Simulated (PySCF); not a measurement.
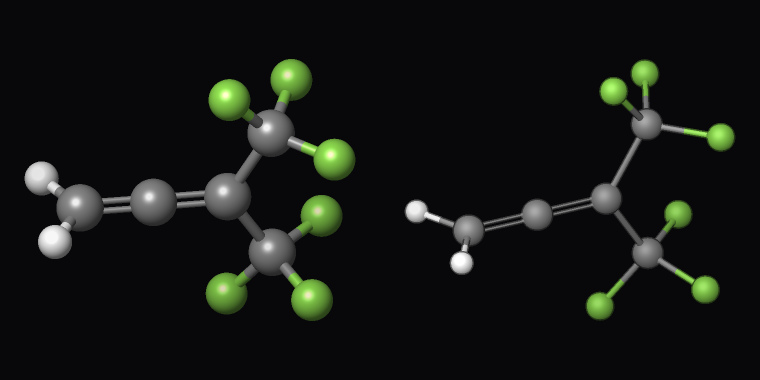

Both panels show the same species. Colours: carbon grey, fluorine green, hydrogen white.

Identify the structure.

Formula C₅H₂F₆. SMILES: `C=C=C(C(F)(F)F)C(F)(F)F`. It has no ring. Among its groups: C–F bond. Coordination: 2 C trigonal planar; 1 C linear; 2 C tetrahedral.

The parts below concern this one geometry. Atoms keep their numbers from picture to picture. Computed geometry: PBE0-D3(BJ)/def2-SVP optimisation. No frequency run is at hand to confirm it as a minimum.

### Bond orders

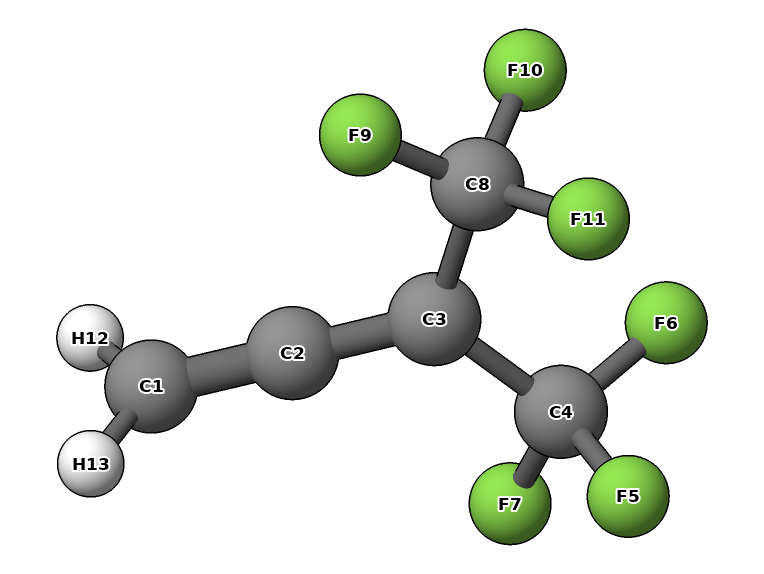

The thickness of each stick grows with its Mayer bond order. No frequency run is at hand to confirm it as a minimum. Method: PBE0/pcSseg-1 (PySCF 2.14.0).

List the Mayer bond orders of C1–C2, C1–H12, C1–H13, C2–C3, C3–C4, C4–F5, C4–F7, C8–F10, C4–F6 (one bond of each equivalent set). Atoms whose distances differ by more than 0.02 Å in this geometry are listed apart.

| bond | Mayer order | length (Å) |
| --- | --- | --- |
| C1–C2 | 2.11 | 1.301 |
| C1–H12 | 0.90 | 1.095 |
| C1–H13 | 0.90 | 1.095 |
| C2–C3 | 1.71 | 1.311 |
| C3–C4 | 0.98 | 1.511 |
| C4–F5 | 1.02 | 1.333 |
| C4–F7 | 1.03 | 1.329 |
| C8–F10 | 1.02 | 1.333 |
| C4–F6 | 1.01 | 1.334 |

### Levels of theory compared

No frequency run is at hand to confirm it as a minimum. Program: PySCF 2.14.0.

Compare HOMO energy (eV), dipole (D) at these levels: B3LYP/def2-SVPD; B3LYP/pcJ-1; B3LYP/pcSseg-2; PBE0/pcSseg-1.

```csv
level,HOMO energy (eV),dipole (D)
B3LYP/def2-SVPD,−8.87,3.46
B3LYP/pcJ-1,−8.81,3.42
B3LYP/pcSseg-2,−8.82,3.42
PBE0/pcSseg-1,−9.07,3.43
```

### NMR shielding

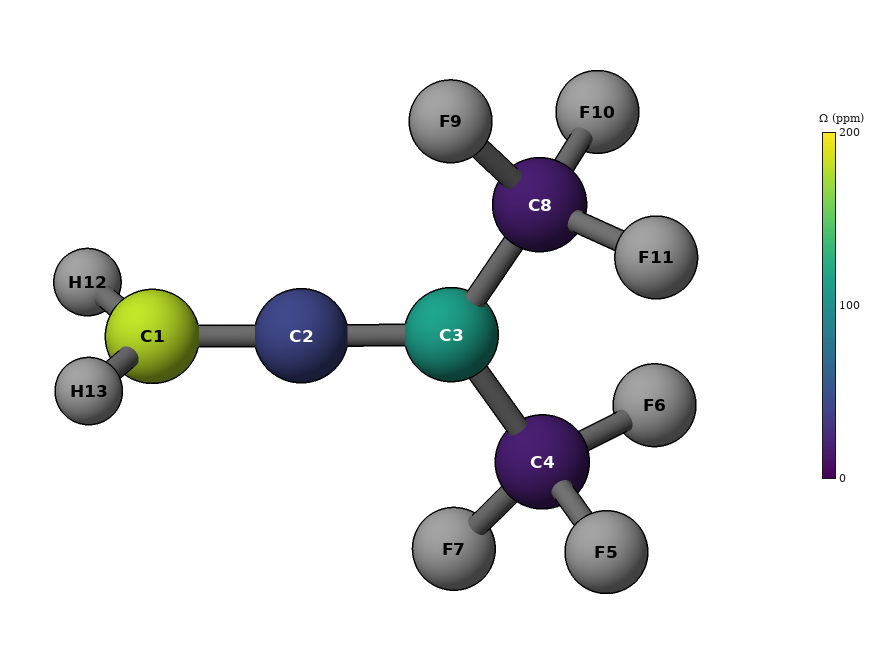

The C atoms are coloured by the span of their shielding tensor. No frequency run is at hand to confirm it as a minimum. Method: GIAO B3LYP/pcSseg-2 NMR shielding, non-relativistic, gas phase (PySCF 2.14.0). Principal shieldings σ11 ≤ σ22 ≤ σ33, span Ω = σ33 − σ11, skew κ = 3(σiso − σ22)/Ω.

**Which C atom has the most anisotropic shielding?**

C1, with a span of 179 ppm.

Give the shielding tensors of the C atoms.

```
  atom    σ11    σ22    σ33   σiso      Ω      κ
    C1  −15.2  113.4  164.2   87.5  179.4  −0.43
    C2  −67.3  −55.9  −24.8  −49.3   42.5   0.46
    C3    7.1   93.5  119.2   73.2  112.1  −0.54
C4, C8   37.6   48.3   54.3   46.7   16.7  −0.29
```

Shieldings and span in ppm.
